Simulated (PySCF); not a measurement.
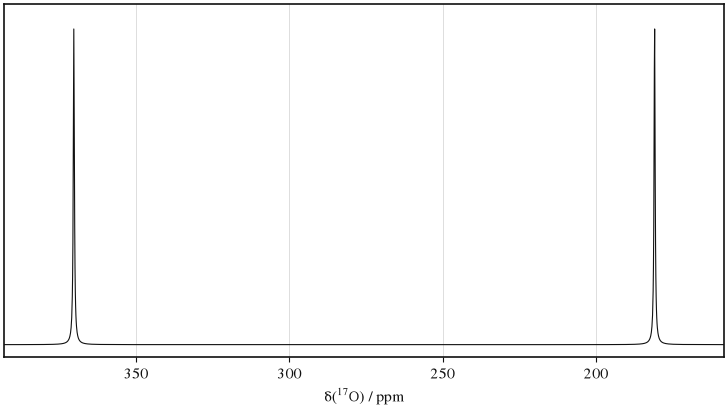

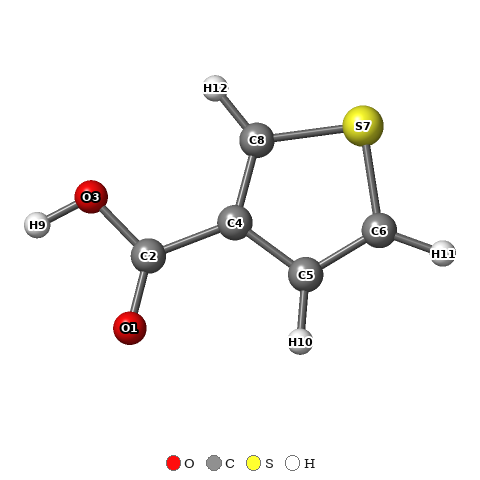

Spectrum and numbered structure of C₅H₄O₂S, SMILES O=C(O)c1ccsc1. GIAO shifts, PBE0/aug-cc-pVDZ, PySCF 2.14.0, at a PBE0-D3(BJ)/def2-SVP geometry (no frequency check), against H₂O for ¹⁷O computed at the same level (¹⁷O: a single water molecule, while the usual scale starts at liquid water and gives values some tens of ppm lower). Gas phase, fully decoupled, line heights follow the number of nuclei, widths are arbitrary (no quadrupolar broadening); values of one conformer, averaged over methyl-type rotors and exact or near symmetry; other conformers aren't averaged in.

### Assign the ¹⁷O signals to the numbered atoms.

```
δ (ppm)  nuclei  atoms
  370.2       1     O1
  180.8       1     O3
```
